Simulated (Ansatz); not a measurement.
## Run report: LiH₂C₂F, molecular dynamics (part 3 of 3)

The same run, continued: LiH₂C₂F (disordered cell, 24 atoms in the cell); DFT r2SCAN-D3(BJ), scalar-relativistic, plane waves, PAW (Ansatz 0.2.0); cutoff 500 eV, 1×1×1 k-mesh, Fermi–Dirac smearing of 0.05 eV. The run did not end well. It belongs to a series of runs on one base structure; here: dynamics from the start.

Geometry of the input (Å; fractional positions):
```
7.9328  0.0000  0.0000
0.0000  7.9328  0.0000
0.0000  0.0000  7.9328
Li 0.2345  0.1126  0.4903
F  0.4281  0.1261  0.5930
Li 0.8700  0.3378  0.0915
F  1.0319  0.4473  0.1598
Li 0.6736  0.8317  0.0353
F  0.7323  0.8373  0.2385
Li 0.8772  0.9129  0.3852
F  1.0401  1.0364  0.4653
C  0.3326  0.7484  0.5164
C  0.2410  0.6455  0.4530
H  0.1593  0.5615  0.3845
H  0.4116  0.8465  0.5656
C  0.2528  0.0003  0.9081
C  0.2569  0.1373  0.9723
H  0.2560  0.2616  1.0246
H  0.2451  -0.1176  0.8443
C  0.7106  0.5855  0.8045
C  0.5617  0.5757  0.8301
H  0.4286  0.5616  0.8426
H  0.8407  0.5883  0.7707
C  0.8337  0.0999  0.8717
C  0.6867  0.1269  0.8409
H  0.5608  0.1412  0.7858
H  0.9666  0.0758  0.8820
```

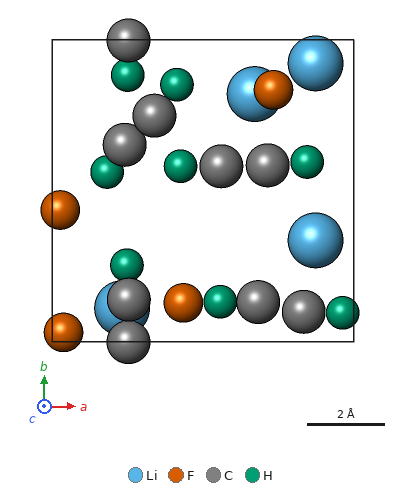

Figure 1. The geometry at step 13 of the log (spheres-only view of the cell of the calculation, along the c axis; bonded neighbours outside the cell are drawn too).

### Trajectory as extended XYZ, continued
```
24
Lattice="7.9328 0.0000 0.0000 0.0000 7.9328 0.0000 0.0000 0.0000 7.9328" Properties=species:S:1:pos:R:3:forces:R:3 step=9 time_fs=4.5 energy=-6199.09929 temperature=414.5
Li    1.8357    0.8802    3.9399    0.7338   0.1468   0.2619
F     3.4355    1.0153    4.6922   -0.2618  -0.2317   0.0528
Li    6.9244    2.6715    0.6955   -0.6022  -0.3980  -0.2034
F     8.1559    3.4904    1.2686    0.6500   0.2356   0.0647
Li    5.3272    6.5353    0.2544    0.1380   0.1552   0.3419
F     5.8174    6.6285    1.9009    0.0950   0.1563  -0.3324
Li    6.9343    7.2959    3.0867   -0.2078  -0.1653  -0.2187
F     8.2398    8.1886    3.6898   -0.3818   0.0244  -0.0002
C     2.6693    5.9331    4.0594    1.6509   2.1102   1.0842
C     1.9173    5.1618    3.5687   -1.0213  -1.5593  -1.3718
H     1.4013    4.4807    2.9152   -0.3115  -0.0545   0.2335
H     3.2961    6.7569    4.4078   -0.3909  -0.4857  -0.0824
C     2.0071   -0.0082    7.2141   -0.0330   0.2706  -0.1846
C     2.0235    1.0986    7.6927   -0.0329   0.0212   0.3531
H     1.9880    2.0671    8.1834   -0.0677  -0.5321  -0.2146
H     1.9660   -0.9168    6.6415    0.0430   0.2629   0.2544
C     5.6649    4.6415    6.3913   -2.6634   0.0987   0.6038
C     4.4466    4.5988    6.6031    2.2810   0.2059  -0.6820
H     3.3509    4.5586    6.6278    1.0725  -0.0710   0.0729
H     6.7292    4.7047    6.1905   -0.6194  -0.1099   0.1389
C     6.6140    0.7845    6.9014   -0.8993   0.6014  -0.3554
C     5.4251    1.0303    6.6866    1.4984  -0.8756  -0.0324
H     4.4115    1.0610    6.2130    0.4016   0.2335   0.0778
H     7.7165    0.7013    6.9455   -1.0715  -0.0397   0.1380
24
Lattice="7.9328 0.0000 0.0000 0.0000 7.9328 0.0000 0.0000 0.0000 7.9328" Properties=species:S:1:pos:R:3:forces:R:3 step=10 time_fs=5.0 energy=-6199.10507 temperature=419.2
Li    1.8360    0.8802    3.9469    0.6948   0.1345   0.2490
F     3.4396    1.0165    4.6899   -0.2637  -0.2349   0.0569
Li    6.9253    2.6686    0.6923   -0.6399  -0.4169  -0.2142
F     8.1538    3.4831    1.2685    0.6845   0.2595   0.0821
Li    5.3263    6.5291    0.2533    0.1423   0.1588   0.3604
F     5.8183    6.6268    1.9009    0.0915   0.1589  -0.3424
Li    6.9323    7.3013    3.0875   -0.2396  -0.1918  -0.2369
F     8.2377    8.1849    3.6902   -0.3140   0.0628   0.0243
C     2.6745    5.9346    4.0568    1.2325   1.6875   0.8151
C     1.9150    5.1654    3.5646   -0.7548  -1.3693  -1.2698
H     1.4131    4.4764    2.9028   -0.2929   0.0277   0.3154
H     3.2935    6.7599    4.3967   -0.2567  -0.3383   0.0071
C     2.0075   -0.0093    7.2158   -0.0297   0.1567  -0.3035
C     2.0221    1.1002    7.6899   -0.0285  -0.5175   0.1227
H     1.9823    2.0524    8.1810   -0.0706  -0.0661   0.0037
H     1.9709   -0.9198    6.6341    0.0430   0.4502   0.3837
C     5.6662    4.6398    6.3906   -3.0707   0.1158   0.7005
C     4.4461    4.6021    6.6037    2.6644   0.2240  -0.7386
H     3.3569    4.5726    6.6209    0.8355  -0.1042   0.0898
H     6.7245    4.7088    6.1997   -0.3583  -0.1143   0.0786
C     6.6155    0.7842    6.8992   -1.8901   0.7530  -0.4358
C     5.4227    1.0323    6.6879    1.8660  -0.9614   0.0182
H     4.4117    1.0579    6.2111    0.3536   0.2448   0.0683
H     7.6977    0.7151    6.9402   -0.3985  -0.1194   0.1654
24
Lattice="7.9328 0.0000 0.0000 0.0000 7.9328 0.0000 0.0000 0.0000 7.9328" Properties=species:S:1:pos:R:3:forces:R:3 step=11 time_fs=5.5 energy=-6199.08541 temperature=406.5
Li    1.8369    0.8801    3.9540    0.6534   0.1215   0.2361
F     3.4435    1.0177    4.6875   -0.2637  -0.2357   0.0604
Li    6.9264    2.6663    0.6898   -0.6868  -0.4415  -0.2299
F     8.1516    3.4757    1.2686    0.7286   0.2894   0.1051
Li    5.3257    6.5229    0.2528    0.1453   0.1622   0.3741
F     5.8192    6.6251    1.9009    0.0886   0.1608  -0.3490
Li    6.9303    7.3063    3.0881   -0.2683  -0.2156  -0.2529
F     8.2357    8.1813    3.6911   -0.2483   0.0998   0.0475
C     2.6796    5.9369    4.0545    0.6911   1.1116   0.4692
C     1.9124    5.1690    3.5604   -0.4373  -1.1372  -1.1358
H     1.4246    4.4711    2.8912   -0.2719   0.1177   0.4012
H     3.2897    6.7604    4.3839   -0.0525  -0.0902   0.1370
C     2.0078   -0.0104    7.2177   -0.0198   0.0829  -0.3918
C     2.0205    1.1014    7.6875   -0.0181  -1.0601  -0.1158
H     1.9763    2.0369    8.1800   -0.0803   0.4288   0.2418
H     1.9771   -0.9218    6.6292    0.0364   0.5724   0.4704
C     5.6671    4.6385    6.3899   -3.3808   0.1325   0.7749
C     4.4466    4.6052    6.6042    2.9387   0.2375  -0.7738
H     3.3636    4.5865    6.6152    0.6011  -0.1345   0.1034
H     6.7189    4.7140    6.2068   -0.0885  -0.1165   0.0225
C     6.6164    0.7843    6.8972   -2.9379   0.8840  -0.5023
C     5.4206    1.0346    6.6892    2.1722  -1.0337   0.0579
H     4.4135    1.0550    6.2087    0.2862   0.2562   0.0541
H     7.6771    0.7293    6.9352    0.4124  -0.1923   0.1956
24
Lattice="7.9328 0.0000 0.0000 0.0000 7.9328 0.0000 0.0000 0.0000 7.9328" Properties=species:S:1:pos:R:3:forces:R:3 step=12 time_fs=6.0 energy=-6199.03367 temperature=408.0
Li    1.8382    0.8795    3.9609    0.6149   0.1098   0.2236
F     3.4473    1.0182    4.6848   -0.2610  -0.2344   0.0637
Li    6.9272    2.6644    0.6875   -0.7361  -0.4686  -0.2476
F     8.1492    3.4681    1.2689    0.7758   0.3216   0.1299
Li    5.3253    6.5164    0.2532    0.1475   0.1657   0.3843
F     5.8200    6.6232    1.9013    0.0878   0.1631  -0.3514
Li    6.9288    7.3111    3.0890   -0.2971  -0.2386  -0.2693
F     8.2341    8.1779    3.6923   -0.1878   0.1341   0.0695
C     2.6846    5.9393    4.0527    0.0994   0.4580   0.0946
C     1.9101    5.1727    3.5560   -0.1314  -0.9273  -1.0137
H     1.4359    4.4653    2.8798   -0.2444   0.2212   0.4975
H     3.2861    6.7586    4.3702    0.2064   0.2423   0.2965
C     2.0082   -0.0117    7.2195   -0.0091   0.0686  -0.4383
C     2.0186    1.1025    7.6848    0.0014  -1.5973  -0.3604
H     1.9715    2.0221    8.1789   -0.0972   0.9227   0.4880
H     1.9833   -0.9233    6.6271    0.0268   0.6302   0.5131
C     5.6678    4.6371    6.3896   -3.6529   0.1437   0.8417
C     4.4479    4.6080    6.6048    3.1110   0.2449  -0.7946
H     3.3705    4.5998    6.6092    0.3893  -0.1599   0.1149
H     6.7124    4.7186    6.2148    0.2230  -0.1120  -0.0382
C     6.6169    0.7843    6.8956   -3.9485   0.9833  -0.5549
C     5.4192    1.0368    6.6903    2.4039  -1.0916   0.0875
H     4.4171    1.0518    6.2050    0.1995   0.2691   0.0367
H     7.6573    0.7436    6.9288    1.2789  -0.2484   0.2270
24
Lattice="7.9328 0.0000 0.0000 0.0000 7.9328 0.0000 0.0000 0.0000 7.9328" Properties=species:S:1:pos:R:3:forces:R:3 step=13 time_fs=6.5 energy=-6198.96164 temperature=383.3
Li    1.8402    0.8789    3.9677    0.5730   0.0969   0.2105
F     3.4515    1.0189    4.6826   -0.2578  -0.2333   0.0657
Li    6.9269    2.6623    0.6844   -0.7733  -0.4890  -0.2609
F     8.1466    3.4606    1.2691    0.8122   0.3463   0.1489
Li    5.3244    6.5095    0.2541    0.1498   0.1698   0.3939
F     5.8205    6.6213    1.9019    0.0876   0.1654  -0.3528
Li    6.9275    7.3160    3.0899   -0.3254  -0.2607  -0.2855
F     8.2326    8.1749    3.6938   -0.1257   0.1678   0.0918
C     2.6898    5.9412    4.0512   -0.4702  -0.1730  -0.2580
C     1.9083    5.1763    3.5516    0.1565  -0.7408  -0.9068
H     1.4469    4.4605    2.8682   -0.2183   0.3242   0.5951
H     3.2829    6.7566    4.3579    0.4622   0.5766   0.4473
C     2.0085   -0.0136    7.2207   -0.0003   0.1739  -0.4184
C     2.0168    1.1034    7.6819    0.0229  -2.1464  -0.6167
H     1.9673    2.0096    8.1773   -0.1164   1.3678   0.7188
H     1.9883   -0.9241    6.6264    0.0181   0.6287   0.5165
C     5.6682    4.6359    6.3897   -3.8401   0.1531   0.8907
C     4.4498    4.6108    6.6052    3.1752   0.2446  -0.7966
H     3.3777    4.6123    6.6025    0.1910  -0.1800   0.1241
H     6.7058    4.7233    6.2244    0.5445  -0.1032  -0.0976
C     6.6166    0.7849    6.8944   -4.7802   1.0404  -0.5854
C     5.4183    1.0391    6.6907    2.5461  -1.1297   0.1058
H     4.4217    1.0489    6.2001    0.1084   0.2810   0.0198
H     7.6408    0.7575    6.9212    2.0604  -0.2804   0.2500
24
Lattice="7.9328 0.0000 0.0000 0.0000 7.9328 0.0000 0.0000 0.0000 7.9328" Properties=species:S:1:pos:R:3:forces:R:3 step=14 time_fs=7.0 energy=-6198.89631 temperature=372.1
Li    1.8432    0.8791    3.9736    0.5222   0.0802   0.1963
F     3.4562    1.0197    4.6809   -0.2563  -0.2329   0.0647
Li    6.9262    2.6598    0.6813   -0.8068  -0.5071  -0.2733
F     8.1438    3.4533    1.2693    0.8458   0.3670   0.1649
Li    5.3233    6.5028    0.2548    0.1525   0.1743   0.4041
F     5.8209    6.6197    1.9026    0.0869   0.1674  -0.3553
Li    6.9260    7.3208    3.0909   -0.3542  -0.2825  -0.3019
F     8.2308    8.1720    3.6954   -0.0537   0.2050   0.1161
C     2.6956    5.9425    4.0496   -1.0189  -0.7664  -0.5912
C     1.9062    5.1797    3.5468    0.4689  -0.5278  -0.7700
H     1.4572    4.4563    2.8577   -0.2077   0.4008   0.6662
H     3.2789    6.7566    4.3471    0.6891   0.8751   0.5756
C     2.0088   -0.0158    7.2217    0.0069   0.3550  -0.3477
C     2.0154    1.1039    7.6790    0.0366  -2.5171  -0.7857
H     1.9616    2.0013    8.1765   -0.1306   1.6429   0.8647
H     1.9920   -0.9229    6.6271    0.0119   0.5437   0.4674
C     5.6681    4.6349    6.3901   -3.8481   0.1677   0.9049
C     4.4522    4.6136    6.6053    3.1911   0.2376  -0.7814
H     3.3861    4.6231    6.5955   -0.0454  -0.1942   0.1317
H     6.7010    4.7289    6.2332    0.7731  -0.0984  -0.1377
C     6.6154    0.7861    6.8933   -5.2813   1.0488  -0.5803
C     5.4179    1.0412    6.6912    2.5623  -1.1378   0.1024
H     4.4276    1.0470    6.1941    0.0129   0.2901   0.0043
H     7.6284    0.7714    6.9139    2.6429  -0.2913   0.2612
24
Lattice="7.9328 0.0000 0.0000 0.0000 7.9328 0.0000 0.0000 0.0000 7.9328" Properties=species:S:1:pos:R:3:forces:R:3 step=15 time_fs=7.5 energy=-6198.86751 temperature=374.9
Li    1.8472    0.8805    3.9791    0.4579   0.0580   0.1790
F     3.4609    1.0201    4.6792   -0.2545  -0.2334   0.0615
Li    6.9256    2.6572    0.6788   -0.8434  -0.5275  -0.2880
F     8.1413    3.4459    1.2693    0.8836   0.3874   0.1815
Li    5.3227    6.4964    0.2556    0.1551   0.1783   0.4126
F     5.8214    6.6179    1.9031    0.0861   0.1693  -0.3575
Li    6.9245    7.3254    3.0918   -0.3856  -0.3060  -0.3189
F     8.2284    8.1690    3.6966    0.0322   0.2492   0.1438
C     2.7011    5.9438    4.0481   -1.4708  -1.2337  -0.8687
C     1.9043    5.1834    3.5420    0.7694  -0.3259  -0.6217
H     1.4661    4.4517    2.8504   -0.2028   0.4633   0.7154
H     3.2747    6.7608    4.3371    0.8380   1.0746   0.6589
C     2.0090   -0.0181    7.2222    0.0160   0.6456  -0.2047
C     2.0142    1.1039    7.6759    0.0387  -2.6301  -0.8195
H     1.9543    1.9974    8.1780   -0.1362   1.6859   0.8870
H     1.9957   -0.9175    6.6287    0.0056   0.3247   0.3346
C     5.6676    4.6336    6.3908   -3.5833   0.1975   0.8724
C     4.4553    4.6166    6.6051    3.0932   0.2201  -0.7409
H     3.3955    4.6319    6.5895   -0.2889  -0.2015   0.1365
H     6.6990    4.7344    6.2405    0.8500  -0.1044  -0.1530
C     6.6128    0.7875    6.8920   -5.2231   1.0039  -0.5278
C     5.4182    1.0428    6.6918    2.3756  -1.1065   0.0641
H     4.4337    1.0451    6.1890   -0.0733   0.2983  -0.0060
H     7.6218    0.7857    6.9061    2.8607  -0.2870   0.2596
24
Lattice="7.9328 0.0000 0.0000 0.0000 7.9328 0.0000 0.0000 0.0000 7.9328" Properties=species:S:1:pos:R:3:forces:R:3 step=16 time_fs=8.0 energy=-6198.88611 temperature=369.6
Li    1.8512    0.8823    3.9847    0.3939   0.0361   0.1606
F     3.4658    1.0205    4.6775   -0.2539  -0.2359   0.0573
Li    6.9245    2.6551    0.6766   -0.8793  -0.5476  -0.3043
F     8.1389    3.4385    1.2693    0.9207   0.4054   0.1972
Li    5.3224    6.4900    0.2563    0.1579   0.1817   0.4195
F     5.8218    6.6162    1.9037    0.0840   0.1701  -0.3612
Li    6.9229    7.3300    3.0919   -0.4118  -0.3260  -0.3320
F     8.2263    8.1662    3.6976    0.1133   0.2908   0.1699
C     2.7059    5.9454    4.0465   -1.7330  -1.4605  -1.0393
C     1.9023    5.1876    3.5374    1.0268  -0.1513  -0.4747
H     1.4728    4.4483    2.8467   -0.2091   0.4968   0.7315
H     3.2726    6.7695    4.3282    0.8528   1.0923   0.6702
C     2.0090   -0.0200    7.2224    0.0261   0.9962  -0.0156
C     2.0128    1.1039    7.6728    0.0315  -2.5511  -0.7499
H     1.9462    1.9958    8.1826   -0.1340   1.5737   0.8230
H     1.9999   -0.9091    6.6311   -0.0005   0.0098   0.1383
C     5.6667    4.6315    6.3918   -2.9495   0.2485   0.7799
C     4.4599    4.6194    6.6045    2.6500   0.1970  -0.6671
H     3.4024    4.6387    6.5835   -0.3747  -0.2061   0.1420
H     6.7003    4.7404    6.2456    0.7456  -0.1279  -0.1415
C     6.6088    0.7890    6.8905   -4.5089   0.9162  -0.4322
C     5.4194    1.0438    6.6921    1.9432  -1.0306  -0.0196
H     4.4392    1.0438    6.1844   -0.1263   0.3044  -0.0027
H     7.6221    0.8002    6.8977    2.6354  -0.2822   0.2508
24
Lattice="7.9328 0.0000 0.0000 0.0000 7.9328 0.0000 0.0000 0.0000 7.9328" Properties=species:S:1:pos:R:3:forces:R:3 step=17 time_fs=8.5 energy=-6198.93290 temperature=370.0
Li    1.8550    0.8840    3.9907    0.3372   0.0167   0.1433
F     3.4708    1.0206    4.6760   -0.2543  -0.2407   0.0525
Li    6.9236    2.6529    0.6746   -0.9155  -0.5683  -0.3225
F     8.1368    3.4315    1.2690    0.9575   0.4219   0.2115
Li    5.3216    6.4838    0.2576    0.1601   0.1849   0.4229
F     5.8218    6.6148    1.9046    0.0812   0.1698  -0.3652
Li    6.9216    7.3342    3.0909   -0.4295  -0.3399  -0.3385
F     8.2247    8.1636    3.6989    0.1803   0.3250   0.1911
C     2.7102    5.9466    4.0445   -1.8116  -1.4429  -1.1093
C     1.9004    5.1914    3.5329    1.2678   0.0376  -0.3024
H     1.4786    4.4469    2.8458   -0.2444   0.4709   0.6929
H     3.2735    6.7820    4.3203    0.7306   0.9139   0.6116
C     2.0085   -0.0218    7.2228    0.0345   1.3651   0.1902
C     2.0115    1.1041    7.6694    0.0126  -2.3530  -0.6093
H     1.9375    1.9963    8.1890   -0.1222   1.3518   0.6927
H     2.0032   -0.9009    6.6346   -0.0031  -0.3315  -0.0797
C     5.6655    4.6299    6.3933   -2.0564   0.3074   0.6459
C     4.4656    4.6216    6.6035    1.9198   0.1800  -0.5696
H     3.4069    4.6443    6.5766   -0.3200  -0.2117   0.1501
H     6.7040    4.7464    6.2497    0.5283  -0.1640  -0.1140
C     6.6039    0.7903    6.8888   -3.2663   0.8144  -0.3149
C     5.4210    1.0444    6.6923    1.3406  -0.9253  -0.1393
H     4.4439    1.0428    6.1797   -0.1430   0.3096   0.0156
H     7.6295    0.8136    6.8903    2.0157  -0.2916   0.2445
```

### What the run reported

```csv
quantity,value
outcome,stopped at the time limit
mean temperature over the second half,391 K
trajectory,"17 steps, 8.5 fs"
ensemble,nvt_langevin
temperature in the input,500.0 K
time step,0.5 fs
wall time,12 min
peak memory,1.3 GiB
```

### Diagnosis

The run was cut off by its time limit, so the output is incomplete. Notes on the run: the dispersion correction has no parameters fitted for this combination and takes those fitted for r2SCAN with other terms.
